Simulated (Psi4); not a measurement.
**GaCl (SMILES [Cl][Ga]) at wB97M-V/cc-pVTZ**

Aim: the vertical singlet–triplet gap of GaCl at wB97M-V/cc-pVTZ, from 2 runs. 

The calculation is run with Psi4 1.11.

2 further runs of the same task are left out: 2 set aside as unsound or not needed.

## 1. Starting point

The species is GaCl (2 atoms), meant as a singlet with charge 0. SMILES: `[Cl][Ga]`. The coordinates come from a PBE0-D4/def2-TZVP relaxation.

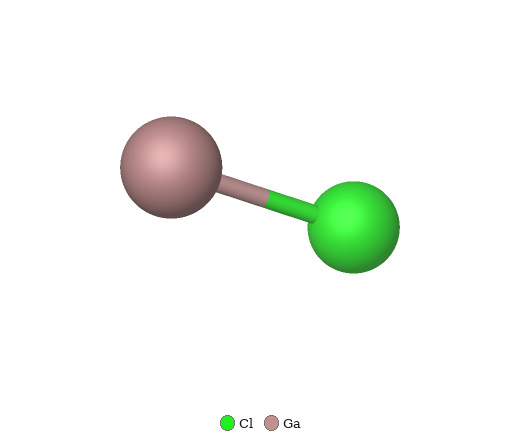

The structure, seen from a chosen angle (chlorine green, gallium pink).

## 2. The energy at wB97M-V/cc-pVTZ

clga.xyz

```xyz
2
ClGa
Cl     0.000000     0.000000    -0.023560
Ga     0.000000     0.000000     2.192160
```

calc.py

```python
import psi4

psi4.set_memory(1600000000)
psi4.set_num_threads(1)
psi4.set_output_file('clga.out', False)

with open('clga.xyz') as f:
    atoms = ''.join(f.readlines()[2:])
mol = psi4.geometry('0 1\n' + atoms + 'symmetry c1')

options = {'basis': 'cc-pVTZ', 'puream': True, 'e_convergence': 1e-09, 'd_convergence': 1e-08, 'scf_type': 'pk', 'dft_radial_points': 99, 'dft_spherical_points': 590}
psi4.set_options(options)

result, w = psi4.energy("wb97m-v", molecule=mol, return_wfn=True)
print(f'wb97m-v energy: {result:.10f} Eh')
```

The run is started by

```bash
python calc.py
```

clga.out:

```text
[...]
  Running in c1 symmetry.
[...]
  Nuclear repulsion =  125.862649623187977
[...]
  Multiplicity = 1
[...]
  Nalpha       = 24
  Nbeta        = 24
[...]
    Number of basis functions: 77
[...]
   @RKS iter   1: -2383.90045428070471   -2.93702e+00   2.41568e-02 DIIS/ADIIS
[...]
   @RKS iter  11: -2385.05486919049099   -3.36513e-11   5.24680e-09 DIIS
[...]
    Orbital Energies [Eh]
    ---------------------
    Doubly Occupied:
       1A   -373.170349     2A   -101.853468     3A    -46.227243
       4A    -40.866463     5A    -40.866463     6A    -40.864760
       7A     -9.612356     8A     -7.312867     9A     -7.311097
      10A     -7.311097    11A     -5.696252    12A     -3.944896
      13A     -3.944896    14A     -3.938915    15A     -0.975012
      16A     -0.971567    17A     -0.971566    18A     -0.967203
      19A     -0.967203    20A     -0.896411    21A     -0.511699
      22A     -0.407688    23A     -0.407688    24A     -0.351694
[...]
  @RKS Final Energy: -2385.05486919049099
   => Energetics <=
    Nuclear Repulsion Energy =            125.8626496231879770
    One-Electron Energy =               -3570.6027814394251436
    Two-Electron Energy =                1141.0899737855368130
    DFT Exchange-Correlation Energy =     -81.6069498008705807
    Empirical Dispersion Energy =           0.0000000000000000
    VV10 Nonlocal Energy =                  0.2022386410798197
    Total Energy =                      -2385.0548691904909901
[...]
 Multipole Moments:
 ------------------------------------------------------------------------------------
     Multipole            Electronic (a.u.)      Nuclear  (a.u.)        Total (a.u.)
 ------------------------------------------------------------------------------------
 L = 1.  Multiply by 2.5417464519 to convert [e a0] to [Debye]
 Dipole X            :          0.0000000            0.0000000            0.0000000
 Dipole Y            :          0.0000000            0.0000000            0.0000000
 Dipole Z            :          4.4837485           -3.5344566            0.9492919
 Magnitude           :                                                    0.9492919
[...]
```

On the terminal:

```text
wb97m-v energy: -2385.0548691905 Eh
```

Wall time 50 s (1 thread of Intel Xeon Platinum 8488C (Sapphire Rapids), shared host); peak memory 1.7 GiB.

## 3. The triplet

job.inp

```
memory 1600 mb

molecule m {
  0 3
  Cl     0.000000     0.000000    -0.023560
  Ga     0.000000     0.000000     2.192160
  symmetry c1
  no_reorient
  no_com
}

set basis cc-pVTZ
set reference uks
set puream true
set e_convergence 1e-09
set d_convergence 1e-08
set scf_type pk
set dft_radial_points 99
set dft_spherical_points 590
set maxiter 100

e = energy("wb97m-v")
```

The run is started by

```bash
psi4 -i job.inp -o job.out -n 1
```

job.out:

```text
[...]
  Running in c1 symmetry.
[...]
  Nuclear repulsion =  125.862649623187977
[...]
  Multiplicity = 3
[...]
  Nalpha       = 25
  Nbeta        = 23
[...]
    Number of basis functions: 77
[...]
   @UKS iter   1: -2383.38435294100373   -2.42092e+00   2.56762e-02 ADIIS/DIIS
[...]
   @UKS iter  14: -2384.91918290501371   -1.27329e-11   8.93333e-09 DIIS
[...]
   @S^2 Observed:                2.004324043E+00
[...]
    Orbital Energies [Eh]
    ---------------------
    Alpha Occupied:
       1A   -373.198691     2A   -101.894935     3A    -46.254476
       4A    -40.894727     5A    -40.893186     6A    -40.893185
       7A     -9.651586     8A     -7.357952     9A     -7.349011
      10A     -7.348513    11A     -5.724077    12A     -3.975597
      13A     -3.970198    14A     -3.966998    15A     -1.007819
      16A     -1.000216    17A     -0.997078    18A     -0.995866
      19A     -0.993367    20A     -0.930193    21A     -0.551816
      22A     -0.437606    23A     -0.435239    24A     -0.406430
      25A     -0.220260
    Alpha Virtual:
[...]
  @UKS Final Energy: -2384.91918290501371
   => Energetics <=
    Nuclear Repulsion Energy =            125.8626496231879770
    One-Electron Energy =               -3569.1367556892628272
    Two-Electron Energy =                1139.7256956562746382
    DFT Exchange-Correlation Energy =     -81.5728418771272032
    Empirical Dispersion Energy =           0.0000000000000000
    VV10 Nonlocal Energy =                  0.2020693819134291
    Total Energy =                      -2384.9191829050137130
[...]
 Multipole Moments:
 ------------------------------------------------------------------------------------
     Multipole            Electronic (a.u.)      Nuclear  (a.u.)        Total (a.u.)
 ------------------------------------------------------------------------------------
 L = 1.  Multiply by 2.5417464519 to convert [e a0] to [Debye]
 Dipole X            :          0.0000000            0.0000000            0.0000000
 Dipole Y            :          0.0000000            0.0000000            0.0000000
 Dipole Z            :       -126.9537745          127.6631696            0.7093951
 Magnitude           :                                                    0.7093951
[...]
```

It took 55 s on 1 thread of Intel Xeon Platinum 8488C (Sapphire Rapids), shared host; peak memory 1.7 GiB.

## 4. Results

At wB97M-V/cc-pVTZ:

| quantity | value |
| --- | --- |
| singlet: total energy | -2385.05487 Eh |
| singlet: dipole moment | 2.41 D |
| singlet: HOMO energy | -9.57 eV |
| singlet: LUMO energy | 0.02 eV |
| singlet: HOMO–LUMO gap | 9.59 eV |
| triplet: total energy | -2384.91918 Eh |
| triplet: dipole moment | 1.80 D |
| triplet: HOMO energy (highest over α and β) | -5.99 eV |
| triplet: LUMO energy (lowest over α and β) | -3.57 eV |
| triplet: ⟨S²⟩ | 2.004 |
| vertical energy of the triplet above the singlet | 3.692 eV |

What this shows: At this shape the triplet lies 3.69 eV (85 kcal/mol) above the singlet.
